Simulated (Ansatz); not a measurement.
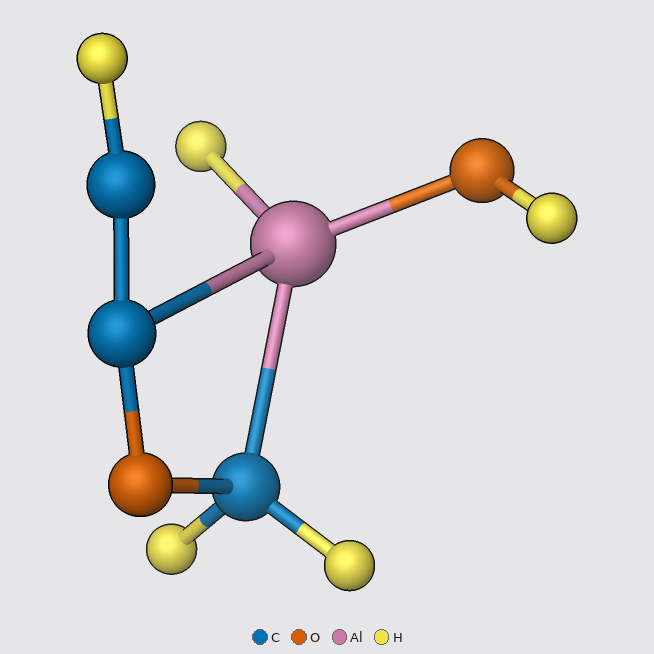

A ball-and-stick model of a molecule. Every bond is drawn as one stick, whatever its order.

The computed structure is the end point of a PBE0-D4/def2-TZVP optimisation.

Question: Which formula does it have?

Answer: C3H5AlO2, 11 atoms: 3 carbon, 5 hydrogen, 1 aluminium and 2 oxygen.

Question: Count the bonded pairs by element.

Answer: 3 C–H, 2 C–O, 2 C–Al, 1 C–C, 1 Al–H, 1 Al–O, 1 O–H. Sticks follow a distance rule.

Question: Give the symmetry (Schoenflies symbol).

Answer: C1.

The parts below concern this one geometry. Atoms keep their numbers from picture to picture.

Shape

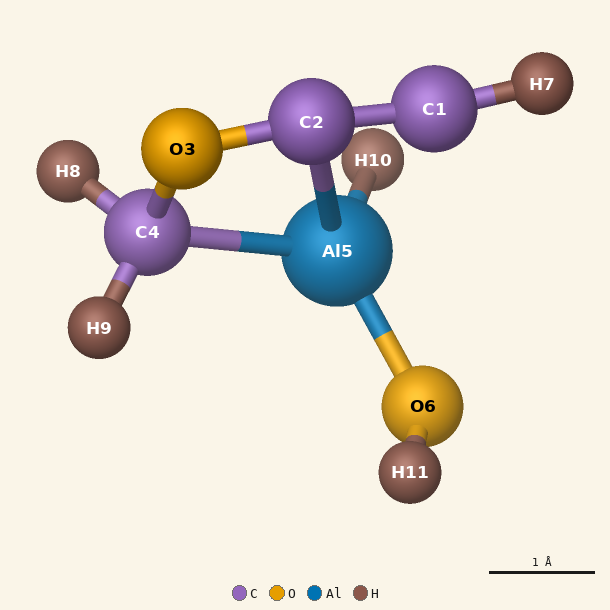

Numbered structure.

Estimate the angles C1–C2–O3, C2–C1–H7, C2–Al5–O6, O3–C2–Al5, O3–C4–H8, O3–C4–H9, C4–Al5–O6, C4–Al5–H10, Al5–C4–H8, Al5–C4–H9, Al5–O6–H11, O6–Al5–H10.

```json
{"angle": "C1–C2–O3", "degrees": "169.6"}
{"angle": "C2–C1–H7", "degrees": "168.4"}
{"angle": "C2–Al5–O6", "degrees": "116.3"}
{"angle": "O3–C2–Al5", "degrees": "93.8"}
{"angle": "O3–C4–H8", "degrees": "105.0"}
{"angle": "O3–C4–H9", "degrees": "104.7"}
{"angle": "C4–Al5–O6", "degrees": "118.3"}
{"angle": "C4–Al5–H10", "degrees": "120.3"}
{"angle": "Al5–C4–H8", "degrees": "117.1"}
{"angle": "Al5–C4–H9", "degrees": "117.3"}
{"angle": "Al5–O6–H11", "degrees": "124.6"}
{"angle": "O6–Al5–H10", "degrees": "115.7"}
```

Electronic properties

Method: RKS PBE0-D4/def2-SVP (Ansatz 0.2.0).

Question: What is the HOMO–LUMO gap?

Answer: 7.19 eV.

Question: Estimate the HOMO energy (Kohn–Sham orbital).

Answer: −7.78 eV.

Question: Estimate the dispersion correction.

Answer: −19.9 kJ/mol.

Charges

The questions are on Mulliken charges. Level of theory: RKS PBE-D4/def2-TZVPP (Ansatz 0.2.0).

Give the Mulliken charges atom by atom.

```
atom  value (e)
  C1      −0.24
  C2       0.13
  O3      −0.15
  C4      −0.23
 Al5       0.41
  O6      −0.38
  H7       0.22
  H8       0.11
  H9       0.10
 H10      −0.14
 H11       0.16
```

Thermal motion

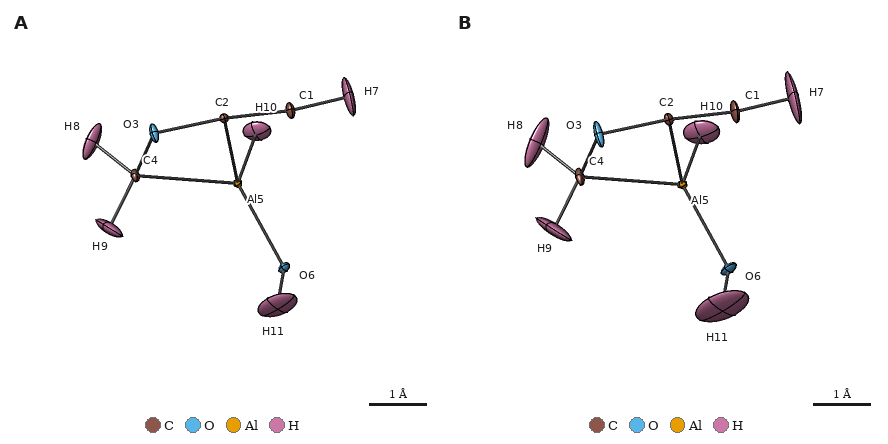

Displacement ellipsoids at the 50 % level, scaled by 0.7, from the internal vibrations of the free molecule (harmonic, no overall translation or rotation; no half-axis is drawn under 0.075 Å). Vibrations computed with RKS PBE0-D4/def2-TZVP (Ansatz 0.2.0). One panel is for 298 K, the other for 600 K.

Question: Which panel is for 600 K?

Answer: B.

Question: How much does the mean-square displacement of O3 grow, and why?

Answer: U_eq goes from 0.0098 to 0.0190 Å², a factor of 1.9. Modes below kT (417 cm⁻¹ at 600 K) grow about in proportion to T, and the lowest lies at 81 cm⁻¹; the mean-square amplitude of a mode is its zero-point value times coth(ħω/2kT), which comes close to 1 only above about 3kT.

Mulliken values depend strongly on the basis set and can even reverse the polarity of a bond.
